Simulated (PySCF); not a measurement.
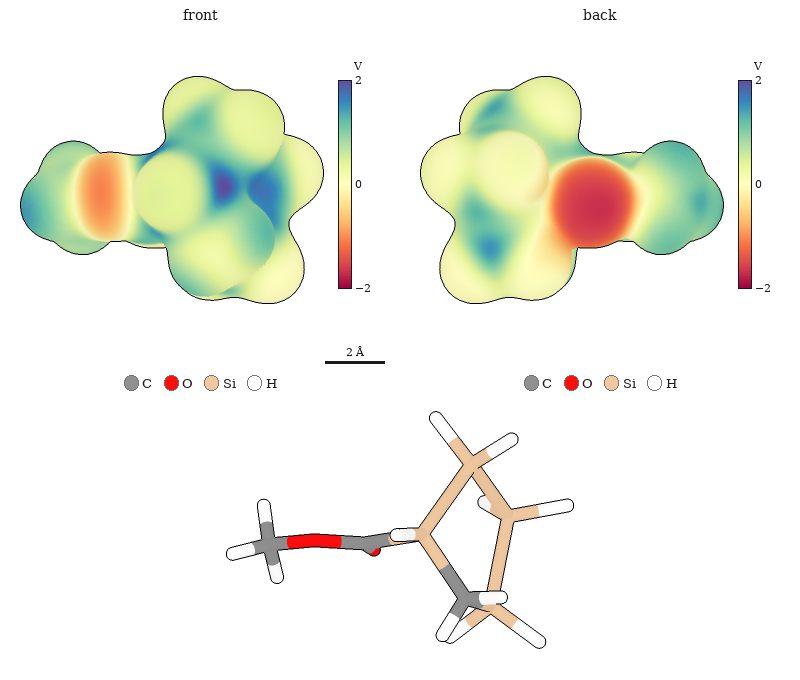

Figure 1: C$_{3}$H$_{12}$O$_{2}$Si$_{4}$. The electrostatic potential painted on the density surface at 0.004 e/bohr³, seen from the front and from behind; red is negative and blue positive. The bare structure is drawn below in the same view.

Geometry: GFN2-xTB.

These are results of PBE0/pcSseg-1, SCF density, gas phase, non-relativistic in PySCF, not measurements.

| atom | x (Å) | y (Å) | z (Å) |
| --- | --- | --- | --- |
| C | 3.5468 | -0.3513 | 1.0540 |
| O | 2.6208 | 0.1160 | 0.0769 |
| C | 1.3227 | -0.0130 | 0.3482 |
| O | 0.9007 | -0.5037 | 1.3775 |
| Si | 0.1398 | 0.7079 | -0.9601 |
| C | -0.9979 | -0.7884 | -1.3224 |
| Si | -1.8975 | -1.4757 | 0.2364 |
| Si | -2.3647 | 0.4050 | 1.5246 |
| Si | -1.1615 | 2.0791 | 0.4055 |
| H | 3.6187 | 0.3685 | 1.8721 |
| H | 3.2142 | -1.3108 | 1.4542 |
| H | 4.5062 | -0.4525 | 0.5529 |
| H | 0.9634 | 1.0477 | -2.1288 |
| H | -1.7470 | -0.4880 | -2.0569 |
| H | -0.4321 | -1.5931 | -1.7915 |
| H | -3.0852 | -2.1934 | -0.2647 |
| H | -1.0696 | -2.5100 | 0.8564 |
| H | -3.8071 | 0.7064 | 1.6015 |
| H | -1.9844 | 0.2823 | 2.9353 |
| H | -0.3323 | 2.9630 | 1.2387 |
| H | -1.9632 | 3.0209 | -0.3933 |

**Which sites attract a positive test charge, and which a negative one?**

A positive charge is drawn to the negative regions and a negative charge to the positive ones. The most negative region (about −1.7 V) lies over O4, the most positive (about +1.8 V) over Si5. O4 is the likeliest acceptor of a hydrogen bond.

**How polar is the molecule by this calculation?**

Its dipole moment is 1.87 D.
